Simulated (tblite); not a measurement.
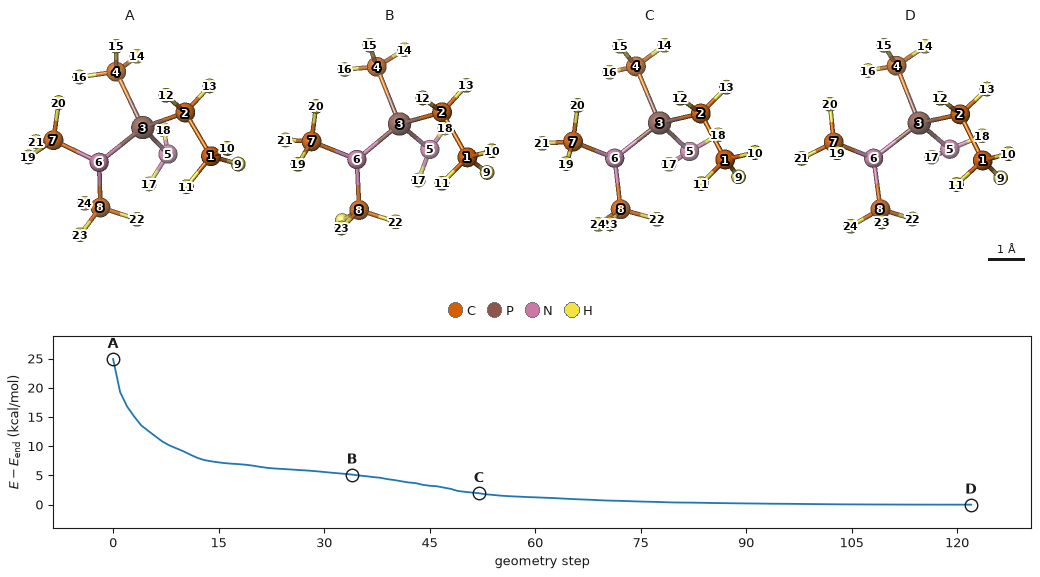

Frames of a relaxation of C5H16N2P (charge +1), marked on the history of the run. The picture is a ball-and-stick view, seen at a tilt.

Theory: tblite 0.8.0, GFN2-xTB geometry optimisation, gas phase. 

> Describe the path.

The largest move after the best rigid fit is that of H18, 1.27 Å. Largest moves by element: H 1.27 Å, N 0.72 Å, C 0.27 Å, P 0.24 Å. Some distances before and after: P3–N5 1.746 → 1.646 Å, P3–N6 1.744 → 1.650 Å, C2–P3 1.787 → 1.834 Å, N5–H17 1.051 → 1.013 Å. Among the angles between lasting bonds that change: P3–N6–C8 107.7° → 120.1°, P3–N5–H18 105.9° → 116.8°, C2–P3–N6 108.9° → 118.6°. Groups turn about P3–N5 by about 55°, C1–C2 by about 25°. The energy falls by 24.9 kcal/mol in 122 geometry steps. From step 0 to 34: H18 moves most (0.63 Å), energy −19.8 kcal/mol. From step 34 to 52: H17 moves most (0.61 Å), energy −3.19 kcal/mol. From step 52 to 122: H21 moves most (0.50 Å), energy −1.96 kcal/mol.

| step | E − E(0), kcal/mol |
| --- | --- |
| 0 | 0.00 |
| 1 | -5.67 |
| 2 | -8.14 |
| 3 | -9.84 |
| 4 | -11.36 |
| 5 | -12.29 |
| 6 | -13.21 |
| 7 | -14.11 |
| 8 | -14.78 |
| 9 | -15.28 |
| 10 | -15.79 |
| 16 | -17.83 |
| 22 | -18.63 |
| 28 | -19.12 |
| 34 | -19.78 |
| 39 | -20.55 |
| 45 | -21.69 |
| 51 | -22.85 |
| 57 | -23.52 |
| 63 | -23.82 |
| 69 | -24.16 |
| 75 | -24.39 |
| 81 | -24.57 |
| 87 | -24.67 |
| 93 | -24.75 |
| 98 | -24.81 |
| 104 | -24.87 |
| 110 | -24.90 |
| 116 | -24.92 |
| 122 | -24.93 |
